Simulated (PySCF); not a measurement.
**Run report: NH3, irc calculation**

The run: irc calculation of NH3, SMILES N. Method and program: HF/ma-def2-TZVP, RHF, sfX2C (PySCF 2.14.0).

The input sets isotopic masses. The geometry was optimised with HF/ma-def2-TZVP saddle. Figures and captions count atoms from 1; the log counts them from 0 in places.

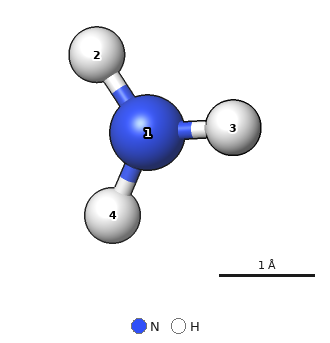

Figure 1. The structure as given in the input (ball-and-stick view, seen at a tilt; atoms are numbered from 1 in the order of the input). Bond lengths as drawn: H–N 0.99 Å.

**Summary**

| quantity | value |
| --- | --- |
| outcome | converged |
| total energy | −56.239511 hartree |
| basis functions | 53 |
| wavenumbers, lowest and highest | 864i and 4015 cm⁻¹ |
| hardware | 1 thread of Arm Neoverse V2, 24 GiB of memory available, shared host |
| wall time | 4.8 s |
| peak memory | 0.18 GiB |

**The input (job.py)**
```python
import numpy
from pyscf import gto
from pyscf.hessian import thermo

system = gto.M(
    atom='geometry.xyz',
    charge=0,
    verbose=3,
    max_memory=1860,
    basis='ma-def2-tzvp',
)

hf = system.RHF()
hf = hf.sfx2c1e()
hf = hf.density_fit(auxbasis='def2-universal-jkfit')
hf.kernel()
modes = thermo.harmonic_analysis(system, hf.Hessian().kernel())
print('lowest modes (1/cm)', numpy.round(modes['freq_wavenumber'][:3], 1))
w = numpy.sqrt(system.atom_mass_list(isotope_avg=True))[:, None]
mode = modes['norm_mode'][0] * w
mode /= numpy.linalg.norm(mode)
scanner = hf.nuc_grad_method().as_scanner()
x_ts, e_ts, ds = system.atom_coords() * w, hf.e_tot, 0.1  # mass-weighted, bohr amu^1/2
path = []
for sign in (1, -1):
    x, e_old = x_ts + sign * ds * mode, e_ts
    for k in range(1, 21):
        e, g = scanner(system.set_geom_(x / w, unit='bohr', inplace=False))
        if e > e_old:
            break
        path.append((sign * k * ds, e, x / w, g))
        d1 = -g / w / numpy.linalg.norm(g / w)
        g2 = scanner(system.set_geom_((x + 0.5 * ds * d1) / w, unit='bohr', inplace=False))[1] / w  # midpoint rule
        x, e_old = x - ds * g2 / numpy.linalg.norm(g2), e
path.sort(key=lambda p: p[0])
print('s (bohr amu^1/2)   E - E(TS) (kcal/mol)')
for s, e, x, g in path:
    print('%7.2f %10.3f' % (s, (e - e_ts) * 627.5095))
for s, e, x, g in (path[0], path[-1]):
    print('end at s = %.2f' % s)
    print(system.set_geom_(x, unit='bohr', inplace=False).tostring())
```

**File geometry.xyz**
```
4
H3N
N     -0.068049     0.242891     0.107993
H      0.421579     0.013717     0.931965
H     -1.022639     0.013605     0.022134
H      0.396913     0.701352    -0.630119
```

Run as:
```bash
OMP_NUM_THREADS=1 python job.py
```

**What the program printed**
```
converged SCF energy = -56.2395109747403
lowest modes (1/cm) [   0. +864.2j 1706.3  +0.j  1706.3  +0.j ]

WARN: Mole.unit (angstrom) is changed to bohr

converged SCF energy = -56.2396508963477
--------------- DFsfX2C1eRHF_Scanner gradients ---------------
         x                y                z
0 N    -0.0010835449     0.0038673197     0.0017191505
1 H     0.0006093245    -0.0014051795    -0.0001556063
2 H    -0.0001224613    -0.0014052383    -0.0006166336
3 H     0.0005966817    -0.0010569019    -0.0009469106
----------------------------------------------

WARN: Mole.unit (angstrom) is changed to bohr

converged SCF energy = -56.2397802816745
--------------- DFsfX2C1eRHF_Scanner gradients ---------------
         x                y                z
0 N    -0.0017119854     0.0061074375     0.0027187743
1 H    -0.0012409066    -0.0011884912    -0.0039537243
2 H     0.0041009635    -0.0011882765    -0.0005878270
3 H    -0.0011480716    -0.0037306698     0.0018227770
----------------------------------------------

WARN: Mole.unit (angstrom) is changed to bohr

converged SCF energy = -56.2379458304221
--------------- DFsfX2C1eRHF_Scanner gradients ---------------
         x                y                z
0 N    -0.0008848569     0.0031778856     0.0013909428
1 H     0.0127552572    -0.0068873868     0.0204975475
2 H    -0.0239870970    -0.0068887794    -0.0026538829
3 H     0.0121166967     0.0105982805    -0.0192346073
----------------------------------------------

WARN: Mole.unit (angstrom) is changed to bohr

converged SCF energy = -56.2396508891962
--------------- DFsfX2C1eRHF_Scanner gradients ---------------
         x                y                z
0 N     0.0010834870    -0.0038669591    -0.0017197283
1 H    -0.0001130167     0.0011729006     0.0009906798
2 H    -0.0008447979     0.0011728589     0.0005296572
3 H    -0.0001256724     0.0015211996     0.0001993913
----------------------------------------------

WARN: Mole.unit (angstrom) is changed to bohr

converged SCF energy = -56.2397802698379
--------------- DFsfX2C1eRHF_Scanner gradients ---------------
         x                y                z
0 N     0.0017111527    -0.0061099584    -0.0027133572
1 H    -0.0023820439     0.0028841408    -0.0021430241
2 H     0.0029599706     0.0028842226     0.0012229218
3 H    -0.0022890794     0.0003415950     0.0036334595
----------------------------------------------

WARN: Mole.unit (angstrom) is changed to bohr

converged SCF energy = -56.2379457778876
--------------- DFsfX2C1eRHF_Scanner gradients ---------------
         x                y                z
0 N     0.0008908207    -0.0031598645    -0.0014274422
1 H     0.0121638687    -0.0047759058     0.0214368489
2 H    -0.0245791059    -0.0047763980    -0.0017146688
3 H     0.0115244165     0.0127121683    -0.0182947379
----------------------------------------------
s (bohr amu^1/2)   E - E(TS) (kcal/mol)
  -0.10     -0.088
   0.10     -0.088
end at s = -0.10

WARN: Mole.unit (angstrom) is changed to bohr

N          -0.06952670        0.24816500        0.11033797
H           0.42842361       -0.01071189        0.92110325
H          -1.01579440       -0.01082390        0.01127223
H           0.40375761        0.67692311       -0.64098078
end at s = 0.10

WARN: Mole.unit (angstrom) is changed to bohr

N          -0.06657130        0.23761700        0.10564803
H           0.41473439        0.03814589        0.94282675
H          -1.02948360        0.03803390        0.03299577
H           0.39006839        0.72578089       -0.61925722
```

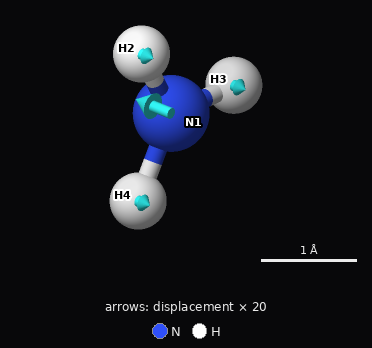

Figure 2. The starting structure with the displacements as teal arrows, magnified 20 times (ball-and-stick view, seen at a tilt). The two geometries are laid on each other by the best rigid fit. The atom that moves furthest after the best rigid fit is N1 (0.025 Å). By element the largest moves are N 0.025 Å, H 0.008 Å. (Atoms are counted from 1 in the order of the input.)

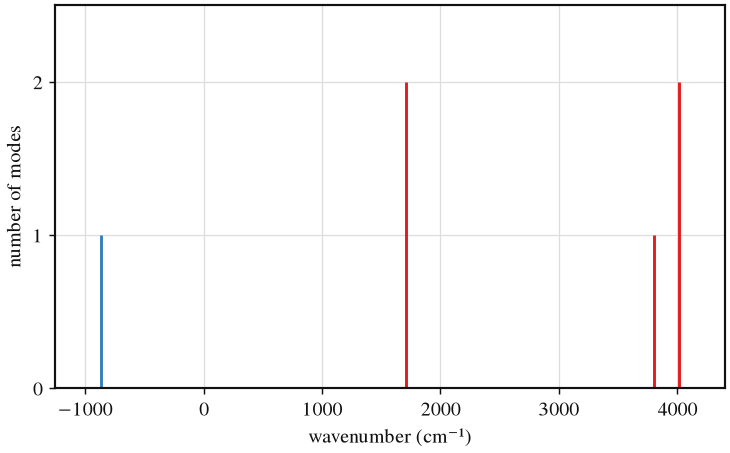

Figure 3. Harmonic vibrational wavenumbers from the force constants; neighbouring modes closer than 22 cm⁻¹ are counted in one stick, and imaginary ones are drawn at negative wavenumbers. 6 modes from 864i to 4015 cm⁻¹, 1 imaginary beyond 8i (864i cm⁻¹): a first-order saddle point, if the geometry is stationary.
